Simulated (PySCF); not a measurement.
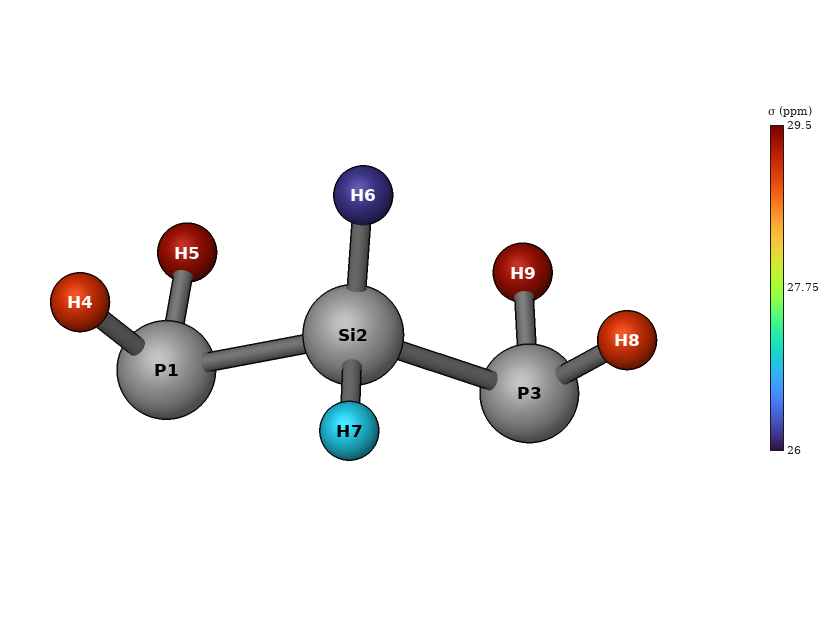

Atoms are coloured by their isotropic NMR shieldings (H only, the others grey). Computed geometry: PBE0-D3(BJ)/def2-SVP optimisation. No frequency run is at hand to confirm it as a minimum. Method: GIAO PBE0/pcSseg-1 NMR shielding, non-relativistic, IEF-PCM acetonitrile (PySCF 2.14.0).

Give the isotropic NMR shieldings of the H atoms atom by atom.

| atom | σ (ppm) |
| --- | --- |
| H4 | 29.07 |
| H5 | 29.35 |
| H6 | 26.17 |
| H7 | 26.94 |
| H8 | 29.06 |
| H9 | 29.34 |
